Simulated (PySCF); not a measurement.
```xyz
21

C     3.4027    0.7495    0.1104
C     2.1163    0.0037    0.0826
C     1.9075   -1.3445   -0.2902
C     0.5613   -1.5348   -0.1468
N     0.0169   -0.3693    0.2791
Si   -1.6386    0.0345    0.7333
C    -1.8336    1.8841    0.3878
C    -2.7922   -1.0417   -0.3261
N     0.9766    0.5648    0.4209
H     3.8928    0.6958   -0.8607
H     4.0740    0.3191    0.8530
H     3.2135    1.7890    0.3620
H     2.6455   -2.0497   -0.6155
H    -0.0528   -2.3965   -0.3142
H    -1.7869   -0.2945    2.1601
H    -2.7699    2.2654    0.7826
H    -1.0204    2.4357    0.8476
H    -1.8095    2.0948   -0.6781
H    -3.8286   -0.7638   -0.1637
H    -2.5843   -0.9286   -1.3868
H    -2.6991   -2.0960   -0.0829
```

Geometry: GFN2-xTB.

Theory: PBE0/pcSseg-1, SCF density, gas phase, non-relativistic in PySCF.

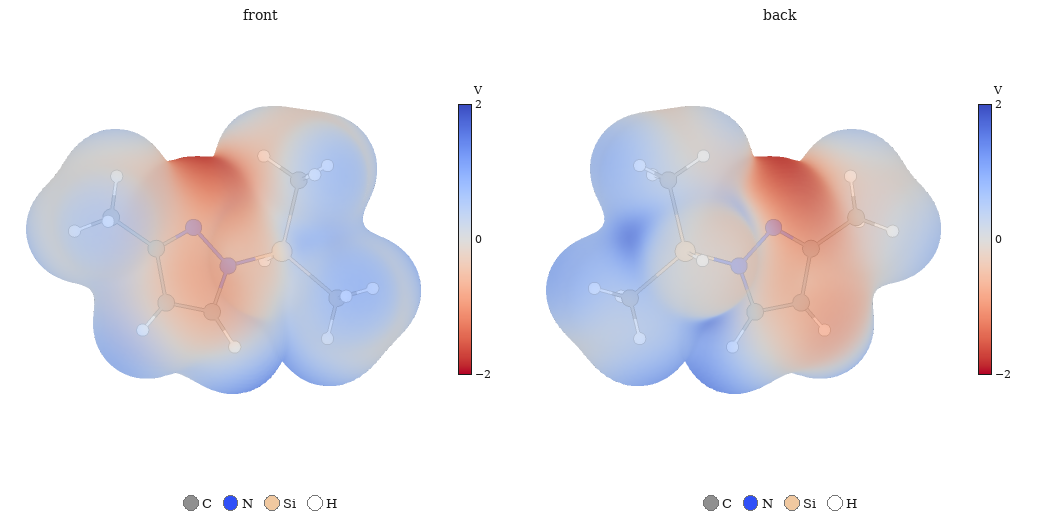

C6H12N2Si (SMILES Cc1ccn([SiH](C)C)n1). The molecular electrostatic potential painted on the density surface at 0.002 e/bohr³, seen from the front and from behind; red is negative and blue positive.

**Describe the electrostatic potential map.**

The most negative region (about −1.7 V) lies over N9, the most positive (about +1.2 V) over Si6 and H14. N9 is the likeliest acceptor of a hydrogen bond.

**What dipole moment does the calculation give?**

Its dipole moment is 1.78 D.
